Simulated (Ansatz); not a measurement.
**SiP₂H (quartet): the correlation ladder, cc-pVDZ**

Aim: climb from Hartree-Fock through coupled cluster and multireference methods for SiP₂H (quartet) at one geometry and basis, and see what each rung misses.

Computed with Ansatz 0.2.0, Gaussian basis. Level: cc-pVDZ, core rule «outside noble gas», up to 15 orbitals frozen.

The runs, in order: UHF; CCSD(T) on ROHF; CCSD(T) on UHF; BCCD(T) on ROHF; CISD; CCSDT(Q) on ROHF; CCSDT(Q) on UHF; CASSCF and NEVPT2, 11 electrons in 11 orbitals.

25 further runs of the same task are left out: 11 that didn't finish, 14 set aside as unsound or not needed.

## 1. The system

The geometry is a PBE0/def2-TZVP stationary point (not a proven minimum).

4 atoms, charge 0, spin multiplicity 4.

Atoms are counted from 1 here; the program's logs count them from 0.

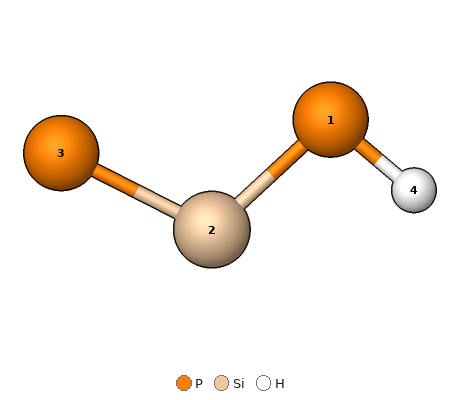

The geometry (phosphorus orange, silicon light orange, hydrogen white); atoms are numbered from 1 in the order of the file.

In the tables R marks a restricted open-shell determinant and U an unrestricted one; 'valence' is the active space of 11 electrons in 11 orbitals; energies count from the table's Hartree-Fock row.

## 2. UHF

The input, in.yaml:

```yaml
crystal:
  periodic: [false, false, false]
  atoms:
    - {symbol: P, position_ang: [0.000000, -0.439635, 1.712071]}
    - {symbol: Si, position_ang: [0.000000, 0.841866, 0.028977]}
    - {symbol: P, position_ang: [0.000000, -0.342749, -1.826264]}
    - {symbol: H, position_ang: [0.000000, 0.584513, 2.701693]}
basis:
  gaussian: {orbitals: cc-pVDZ}
magnetization: {spin_polarized: true, initial_magnetization: 3}
hamiltonian: {xc: hf}
output: {orbitals: {seedname: orbitals}}
```

Command:

```bash
$ ansatz run in.yaml --threads 1 --pin off --events-out ev --progress --plain --max-ram 2393MiB
```

What it wrote:

```text
Functional definition: HF
  name "HF"
  cite "Fock, Z. Phys. 61, 126 (1930) doi:10.1007/BF01340294"
  parent pbe
  exchange = exact_x
  correlation = 0
616 factors; integrals over basis functions are off by at most 9.6e-4 eV
mean field evaluation 1: about -26418.3757 eV, gradient 8.6e0 eV
mean field evaluation 2: about -26418.4076 eV, gradient 8.7e0 eV
mean field evaluation 4: about -26419.8366 eV, gradient 2.6e0 eV
mean field evaluation 8: about -26420.1045 eV, gradient 3.7e-1 eV
mean field evaluation 16: about -26420.1173 eV, gradient 3.9e-5 eV
mean field evaluation 32: about -26420.0762 eV, gradient 2.4e-1 eV
mean field evaluation 64: about -26419.9150 eV, gradient 1.2e0 eV
mean field evaluation 96: about -26419.0176 eV, gradient 1.4e0 eV
mean field evaluation 128: about -26418.3759 eV, gradient 8.7e0 eV
mean field evaluation 160: about -26408.7914 eV, gradient 8.2e0 eV
mean field -26420.11729886 eV, -970.9214025345 hartree, gradient 3.0e-6 eV, S^2 4.100379; 4 other end points of the search recorded, 0 dependent functions left out
reference -26420.11729886 eV, -970.9214025345 hartree; 24, 21 occupied and 35, 38 virtual orbitals, 616 factors
Total energy: -26420.11729886 eV, -970.9214025345 hartree
```

It took 2.4 s on 1 thread of Arm Neoverse V2, shared host.

From the report: ⟨S²⟩ of the determinant 4.100 (pure quartet: 3.75).

## 3. CCSD(T) on ROHF

Changes to in.yaml since step 2:

```diff
@@ -9,4 +9,3 @@
   gaussian: {orbitals: cc-pVDZ}
-magnetization: {spin_polarized: true, initial_magnetization: 3}
-hamiltonian: {xc: hf}
-output: {orbitals: {seedname: orbitals}}
+magnetization: {spin_polarized: false, initial_magnetization: 3}
+correlation: {method: ccsd_t, electrons: outside_noble_gas}
```

Launched as before.

What it wrote, shortened:

```text
Functional definition: HF
  name "HF"
  cite "Fock, Z. Phys. 61, 126 (1930) doi:10.1007/BF01340294"
  parent pbe
[...]
616 factors; integrals over basis functions are off by at most 9.6e-4 eV
[...]
mean field -26419.65735421 eV, -970.9044998802 hartree, gradient 2.0e-6 eV, S^2 3.750000; 16 other end points of the search recorded, 0 dependent functions left out
[...]
determinant -26419.65735421 eV, -970.9044998802 hartree, with singles and doubles -26428.42827215 eV, -971.2268251694 hartree
determinant -26419.19994275 eV, -970.8876903190 hartree, with singles and doubles -26427.59213266 eV, -971.1960976099 hartree
determinant -26417.41844494 eV, -970.8222214820 hartree, with singles and doubles -26426.59056019 eV, -971.1592905004 hartree
determinant -26417.28957580 eV, -970.8174856286 hartree, with singles and doubles -26426.20429776 eV, -971.1450956182 hartree
determinant -26416.92618579 eV, -970.8041312922 hartree, with singles and doubles -26425.87389069 eV, -971.1329533821 hartree
determinant -26416.81040305 eV, -970.7998763548 hartree, with singles and doubles -26425.42675473 eV, -971.1165214386 hartree
determinant -26416.59748728 eV, -970.7920518446 hartree, with singles and doubles -26425.67521726 eV, -971.1256522684 hartree
determinant -26416.41317825 eV, -970.7852786129 hartree, with singles and doubles -26425.63816328 eV, -971.1242905596 hartree
15 core orbitals not correlated: weight in the atoms' cores, before any rotation towards them, 1.000 or more for the frozen orbitals, at most 0.000 for the correlated occupied ones
reference -26419.65735421 eV, -970.9044998802 hartree; 9, 6 occupied and 35, 38 virtual orbitals, 616 factors
second order -7.44531778 eV of doubles, -0.12227464 eV of singles
cycle   1  -8.77258838 eV  change   -1.7e-3 eV  update   7.0e-3
[...]
cycle  11  -8.78466923 eV  change   -1.7e-5 eV  update   1.3e-5
perturbative correction -0.44350862 eV, -0.0162986412 hartree
Total energy: -26428.88553206 eV, -971.2436291610 hartree
```

Run time: 16 s. Hardware: 1 thread of Arm Neoverse V2, shared host.

From the report: correlation -9.2282 eV; T1 0.049; largest double amplitude 0.13.

## 4. CCSD(T) on UHF

Changes to in.yaml since step 3:

```diff
@@ -9,3 +9,3 @@
   gaussian: {orbitals: cc-pVDZ}
-magnetization: {spin_polarized: false, initial_magnetization: 3}
+magnetization: {spin_polarized: true, initial_magnetization: 3}
 correlation: {method: ccsd_t, electrons: outside_noble_gas}
```

Launched as before.

What it wrote, shortened:

```text
Functional definition: HF
  name "HF"
  cite "Fock, Z. Phys. 61, 126 (1930) doi:10.1007/BF01340294"
  parent pbe
[...]
616 factors; integrals over basis functions are off by at most 9.6e-4 eV
[...]
mean field -26420.11729886 eV, -970.9214025345 hartree, gradient 1.8e-6 eV, S^2 4.100379; 20 other end points of the search recorded, 0 dependent functions left out
determinant -26420.11729886 eV, -970.9214025345 hartree, with singles and doubles -26428.46111171 eV, -971.2280320009 hartree
determinant -26419.81514785 eV, -970.9102986894 hartree, with singles and doubles -26428.33293470 eV, -971.2233215826 hartree
determinant -26419.81183807 eV, -970.9101770573 hartree, with singles and doubles -26428.37983585 eV, -971.2250451681 hartree
determinant -26419.45726069 eV, -970.8971465791 hartree, with singles and doubles -26427.60008197 eV, -971.1963897416 hartree
[...]
determinant -26417.28807762 eV, -970.8174305717 hartree, with singles and doubles -26425.87196541 eV, -971.1328826296 hartree
determinant -26420.11729886 eV, -970.9214025345 hartree, with singles and doubles -26428.47002822 eV, -971.2283596767 hartree
determinant -26419.81514785 eV, -970.9102986894 hartree, with singles and doubles -26428.38070675 eV, -971.2250771732 hartree
determinant -26419.81183807 eV, -970.9101770573 hartree, with singles and doubles -26428.40834234 eV, -971.2260927623 hartree
15 core orbitals not correlated: weight in the atoms' cores, before any rotation towards them, 1.000 or more for the frozen orbitals, at most 0.000 for the correlated occupied ones
reference -26420.11729886 eV, -970.9214025345 hartree; 9, 6 occupied and 35, 38 virtual orbitals, 616 factors
second order -6.89173703 eV of doubles, -0.00000000 eV of singles
cycle   1  -8.35272736 eV  change    2.0e-6 eV  update   4.7e-6
perturbative correction -0.40126823 eV, -0.0147463353 hartree
Total energy: -26428.87129445 eV, -971.2431059386 hartree
```

Wall time 22 s (1 thread of Arm Neoverse V2, shared host).

From the report: ⟨S²⟩ of the determinant 4.100 (pure quartet: 3.75); correlation -8.7540 eV; T1 0.046; largest double amplitude 0.12.

## 5. BCCD(T) on ROHF

Changes to in.yaml since step 4:

```diff
@@ -9,3 +9,3 @@
   gaussian: {orbitals: cc-pVDZ}
-magnetization: {spin_polarized: true, initial_magnetization: 3}
-correlation: {method: ccsd_t, electrons: outside_noble_gas}
+magnetization: {spin_polarized: false, initial_magnetization: 3}
+correlation: {method: bccd_t, electrons: outside_noble_gas}
```

Same command.

What it wrote, shortened:

```text
Functional definition: HF
  name "HF"
  cite "Fock, Z. Phys. 61, 126 (1930) doi:10.1007/BF01340294"
  parent pbe
[...]
616 factors; integrals over basis functions are off by at most 9.6e-4 eV
[...]
mean field -26419.65735421 eV, -970.9044998802 hartree, gradient 2.0e-6 eV, S^2 3.750000; 16 other end points of the search recorded, 0 dependent functions left out
[...]
determinant -26419.65735421 eV, -970.9044998802 hartree, with singles and doubles -26428.42827215 eV, -971.2268251694 hartree
determinant -26419.19994275 eV, -970.8876903190 hartree, with singles and doubles -26427.59213266 eV, -971.1960976099 hartree
determinant -26417.41844494 eV, -970.8222214820 hartree, with singles and doubles -26426.59056019 eV, -971.1592905004 hartree
determinant -26417.28957580 eV, -970.8174856286 hartree, with singles and doubles -26426.20429776 eV, -971.1450956182 hartree
determinant -26416.92618579 eV, -970.8041312922 hartree, with singles and doubles -26425.87389069 eV, -971.1329533821 hartree
determinant -26416.81040305 eV, -970.7998763548 hartree, with singles and doubles -26425.42675473 eV, -971.1165214386 hartree
determinant -26416.59748728 eV, -970.7920518446 hartree, with singles and doubles -26425.67521726 eV, -971.1256522684 hartree
determinant -26416.41317825 eV, -970.7852786129 hartree, with singles and doubles -26425.63816328 eV, -971.1242905596 hartree
15 core orbitals not correlated: weight in the atoms' cores, before any rotation towards them, 1.000 or more for the frozen orbitals, at most 0.000 for the correlated occupied ones
reference -26419.65735421 eV, -970.9044998802 hartree; 9, 6 occupied and 35, 38 virtual orbitals, 616 factors
second order -7.44531778 eV of doubles, -0.12227464 eV of singles
cycle   1  -8.76213026 eV  change    8.8e-3 eV  update   3.6e-2
[...]
cycle  16  -8.77617258 eV  change   -6.3e-6 eV  update   9.9e-6
perturbative correction -0.45274240 eV, -0.0166379763 hartree
Total energy: -26428.88626919 eV, -971.2436562501 hartree
```

Run time: 16 s. Hardware: 1 thread of Arm Neoverse V2, shared host.

From the report: correlation -9.2289 eV; largest double amplitude 0.12.

## 6. CISD

Changes to in.yaml since step 5:

```diff
@@ -10,2 +10,2 @@
 magnetization: {spin_polarized: false, initial_magnetization: 3}
-correlation: {method: bccd_t, electrons: outside_noble_gas}
+correlation: {active_space: {ras: {orbitals: [6, 3, 35], electrons: 15, max_holes: 2, max_particles: 2}, fixed_orbitals: true}}
```

Launched as before.

What it wrote, shortened:

```text
Functional definition: HF
  name "HF"
  cite "Fock, Z. Phys. 61, 126 (1930) doi:10.1007/BF01340294"
  parent pbe
[...]
616 factors; integrals over basis functions are off by at most 9.6e-4 eV
[...]
mean field -26419.65735421 eV, -970.9044998802 hartree, gradient 2.0e-6 eV, S^2 3.750000; 11 other end points of the search recorded, 0 dependent functions left out
reference -26419.65735421 eV, -970.9044998802 hartree; 24, 21 occupied and 35, 38 virtual orbitals, 616 factors
state -26427.29325027 eV, -971.1851138846 hartree
Total energy: -26427.29325027 eV, -971.1851138846 hartree
```

It took 28 s on 1 thread of Arm Neoverse V2, shared host.

From the report: 293,138 determinants.

## 7. CCSDT(Q) on ROHF

Changes to in.yaml since step 6:

```diff
@@ -10,2 +10,2 @@
 magnetization: {spin_polarized: false, initial_magnetization: 3}
-correlation: {active_space: {ras: {orbitals: [6, 3, 35], electrons: 15, max_holes: 2, max_particles: 2}, fixed_orbitals: true}}
+correlation: {method: ccsdt_q, electrons: outside_noble_gas}
```

The command is unchanged.

What it wrote, shortened:

```text
Functional definition: HF
  name "HF"
  cite "Fock, Z. Phys. 61, 126 (1930) doi:10.1007/BF01340294"
  parent pbe
[...]
1140 factors; integrals over basis functions are off by at most 1.9e-7 eV
[...]
mean field -26419.65743587 eV, -970.9045028811 hartree, gradient 2.0e-6 eV, S^2 3.750000; 16 other end points of the search recorded, 0 dependent functions left out
[...]
determinant -26419.65743587 eV, -970.9045028811 hartree, with singles and doubles -26428.42835995 eV, -971.2268283960 hartree
determinant -26419.20002520 eV, -970.8876933490 hartree, with singles and doubles -26427.59223153 eV, -971.1961012432 hartree
determinant -26417.41853502 eV, -970.8222247927 hartree, with singles and doubles -26426.59065712 eV, -971.1592940626 hartree
determinant -26417.28966389 eV, -970.8174888658 hartree, with singles and doubles -26426.20439462 eV, -971.1450991777 hartree
determinant -26416.92629338 eV, -970.8041352459 hartree, with singles and doubles -26425.87400581 eV, -971.1329576126 hartree
determinant -26416.81051113 eV, -970.7998803269 hartree, with singles and doubles -26425.42687165 eV, -971.1165257355 hartree
determinant -26416.59760393 eV, -970.7920561316 hartree, with singles and doubles -26425.67533710 eV, -971.1256566722 hartree
determinant -26416.41329450 eV, -970.7852828847 hartree, with singles and doubles -26425.63828329 eV, -971.1242949700 hartree
15 core orbitals not correlated: weight in the atoms' cores, before any rotation towards them, 1.000 or more for the frozen orbitals, at most 0.000 for the correlated occupied ones
reference -26419.65743587 eV, -970.9045028811 hartree; 9, 6 occupied and 35, 38 virtual orbitals, 1140 factors
second order -7.44535100 eV of doubles, -0.12227427 eV of singles
cycle   1  -8.27401408 eV  change   -7.0e-1 eV  update   1.3e-1
[...]
cycle  27  -9.29397273 eV  change   -2.3e-7 eV  update   7.0e-7
perturbative correction -0.04261084 eV, -0.0015659194 hartree
Total energy: -26428.99401944 eV, -971.2476159988 hartree
```

It took 98 s on 1 thread of Arm Neoverse V2, shared host; peak memory 1.1 GiB.

From the report: correlation -9.3366 eV; T1 0.056; largest double amplitude 0.18.

## 8. CCSDT(Q) on UHF

Changes to in.yaml since step 7:

```diff
@@ -9,3 +9,3 @@
   gaussian: {orbitals: cc-pVDZ}
-magnetization: {spin_polarized: false, initial_magnetization: 3}
+magnetization: {spin_polarized: true, initial_magnetization: 3}
 correlation: {method: ccsdt_q, electrons: outside_noble_gas}
```

Launched as before.

What it wrote, shortened:

```text
Functional definition: HF
  name "HF"
  cite "Fock, Z. Phys. 61, 126 (1930) doi:10.1007/BF01340294"
  parent pbe
[...]
1140 factors; integrals over basis functions are off by at most 1.9e-7 eV
[...]
mean field -26420.11738099 eV, -970.9214055525 hartree, gradient 1.8e-6 eV, S^2 4.100381; 20 other end points of the search recorded, 0 dependent functions left out
determinant -26420.11738099 eV, -970.9214055525 hartree, with singles and doubles -26428.46119881 eV, -971.2280352018 hartree
determinant -26419.81523567 eV, -970.9103019168 hartree, with singles and doubles -26428.33301636 eV, -971.2233245836 hartree
determinant -26419.81192268 eV, -970.9101801669 hartree, with singles and doubles -26428.37993097 eV, -971.2250486640 hartree
determinant -26419.45734262 eV, -970.8971495898 hartree, with singles and doubles -26427.60018031 eV, -971.1963933558 hartree
[...]
determinant -26420.11738099 eV, -970.9214055525 hartree, with singles and doubles -26428.47011519 eV, -971.2283628728 hartree
determinant -26419.81523567 eV, -970.9103019168 hartree, with singles and doubles -26428.38078959 eV, -971.2250802177 hartree
determinant -26419.81192268 eV, -970.9101801669 hartree, with singles and doubles -26428.40843326 eV, -971.2260961036 hartree
15 core orbitals not correlated: weight in the atoms' cores, before any rotation towards them, 1.000 or more for the frozen orbitals, at most 0.000 for the correlated occupied ones
reference -26420.11738099 eV, -970.9214055525 hartree; 9, 6 occupied and 35, 38 virtual orbitals, 1140 factors
second order -6.89175836 eV of doubles, -0.00000000 eV of singles
cycle   1  -7.74875577 eV  change   -8.6e-1 eV  update   1.3e-1
[...]
cycle  24  -8.83823435 eV  change    1.1e-6 eV  update   1.8e-6
perturbative correction -0.04420127 eV, -0.0016243668 hartree
Total energy: -26428.99981661 eV, -971.2478290408 hartree
```

Run time: 95 s. Hardware: 1 thread of Arm Neoverse V2, shared host; peak memory 0.77 GiB.

From the report: ⟨S²⟩ of the determinant 4.100 (pure quartet: 3.75); correlation -8.8824 eV; T1 0.053; largest double amplitude 0.17.

## 9. CASSCF and NEVPT2, 11 electrons in 11 orbitals

Changes to in.yaml since step 8:

```diff
@@ -9,3 +9,3 @@
   gaussian: {orbitals: cc-pVDZ}
-magnetization: {spin_polarized: true, initial_magnetization: 3}
-correlation: {method: ccsdt_q, electrons: outside_noble_gas}
+magnetization: {spin_polarized: false, initial_magnetization: 3}
+correlation: {method: sc_nevpt2, electrons: outside_noble_gas, active_space: {window: {electrons: 11, orbitals: 11}, shells: [{species: H, l: s, shell: 1}, {species: P, l: p, shell: 3}, {species: Si, l: s, shell: 3}, {species: Si, l: p, shell: 3}]}}
```

The command is unchanged.

What it wrote, shortened:

```text
Functional definition: HF
  name "HF"
  cite "Fock, Z. Phys. 61, 126 (1930) doi:10.1007/BF01340294"
  parent pbe
[...]
1140 factors; integrals over basis functions are off by at most 1.9e-7 eV
[...]
mean field -26419.65743587 eV, -970.9045028811 hartree, gradient 2.0e-6 eV, S^2 3.750000; 11 other end points of the search recorded, 0 dependent functions left out
reference -26419.65743587 eV, -970.9045028811 hartree; 24, 21 occupied and 35, 38 virtual orbitals, 1140 factors
state -26421.89996550 eV, -970.9869143250 hartree
state -26421.89996550 eV, -970.9869143250 hartree; corrected -26427.52796473 eV, -971.1937394820 hartree
Total energy: -26427.52796473 eV, -971.1937394820 hartree
Checks for a lower state left out: starts, orbital_swaps
```

It took 17 s on 1 thread of Arm Neoverse V2, shared host.

From the report: 54,692 determinants; active occupations 1.97, 1.97, 1.96, 1.88, 1.01, 1.01, 1.00, 0.11, 0.03, 0.03, 0.02.

## 10. Natural occupations

Natural occupations of the CASSCF valence state about the gap (report; correlated orbitals 2 to 11): 1.969, 1.959, 1.885, 1.011, 1.008, 1.000, 0.112, 0.033, 0.028, 0.023. The count of effectively unpaired electrons, Σ n²(2 − n)², is 3.11; a single determinant of this spin has 3.

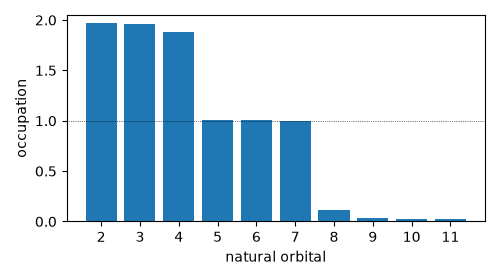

Natural occupations of the CASSCF valence state.

## 11. The ladder

No level here is safe as a reference; RCCSDT(Q) serves as a yardstick only. Rows without a time come out of other runs: HF, MP2 and CCSD of CCSD(T), CCSDT of CCSDT(Q), CASSCF and MRCISD of the multireference runs.

Differences are taken before rounding.

| method | energy from the lowest RHF (kJ/mol) | from RCCSDT(Q) (kJ/mol) | time |
| --- | --- | --- | --- |
| RHF | 0.0 | +900.9 |  |
| UHF | -44.4 | +856.5 |  |
| RMP2 | -730.2 | +170.7 |  |
| UMP2 | -709.3 | +191.5 |  |
| CISD | -736.8 | +164.1 | 28 s |
| RCCSD | -847.6 | +53.3 |  |
| UCCSD | -850.3 | +50.6 |  |
| RCCSD(T) | -890.4 | +10.5 | 16 s |
| UCCSD(T) | -889.0 | +11.8 | 22 s |
| BCCD(T) | -890.5 | +10.4 | 16 s |
| RCCSDT | -896.7 | +4.1 |  |
| UCCSDT | -897.1 | +3.7 |  |
| RCCSDT(Q) | -900.9 | 0 | 98 s |
| UCCSDT(Q) | -901.4 | -0.6 | 95 s |
| CASSCF valence | -216.4 | +684.5 |  |
| NEVPT2 valence | -759.4 | +141.5 | 17 s |

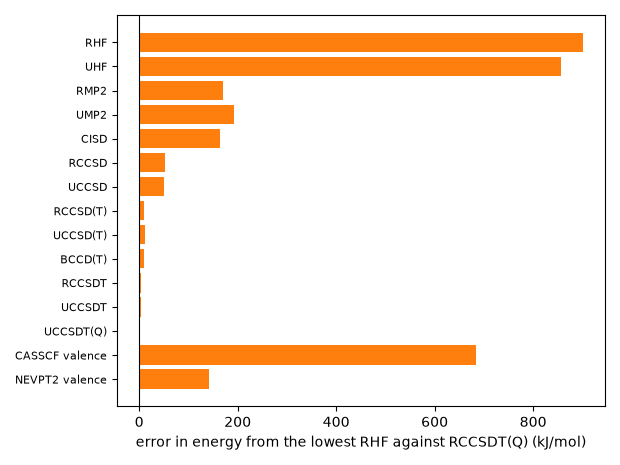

Deviations from RCCSDT(Q), method by method.

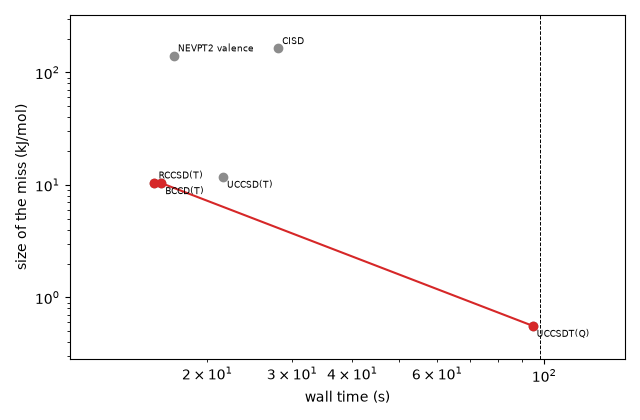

Miss against cost. Red marks the levels that no quicker level drawn beats (of those quicker than the yardstick), and the dashed line is the time of RCCSDT(Q). Times are from a shared host.

With the free atoms at the same levels and basis (separate runs), the atomisation energy is 6.789 eV at RCCSDT(Q), 6.711 eV at RCCSD(T), 6.696 eV at UCCSD(T), 3.830 eV at RHF.

## 12. Results

```
                      quantity          value
RCCSDT(Q) below the RHF energy     -9.3367 eV
           RMP2 from RCCSDT(Q)  +170.7 kJ/mol
           UMP2 from RCCSDT(Q)  +191.5 kJ/mol
          RCCSD from RCCSDT(Q)   +53.3 kJ/mol
       RCCSD(T) from RCCSDT(Q)   +10.5 kJ/mol
       UCCSD(T) from RCCSDT(Q)   +11.8 kJ/mol
      UCCSDT(Q) from RCCSDT(Q)    -0.6 kJ/mol
 NEVPT2 valence from RCCSDT(Q)  +141.5 kJ/mol
                 T1 diagnostic          0.049
effectively unpaired electrons           3.11
```

**Reading.** RCCSD(T) lands +10.5 kJ/mol from the yardstick (1.2 % of the correlation energy). The occupations are near whole numbers, but T1 = 0.049 shows that the orbitals relax strongly. Warnings: spin contamination; large T1 diagnostic.
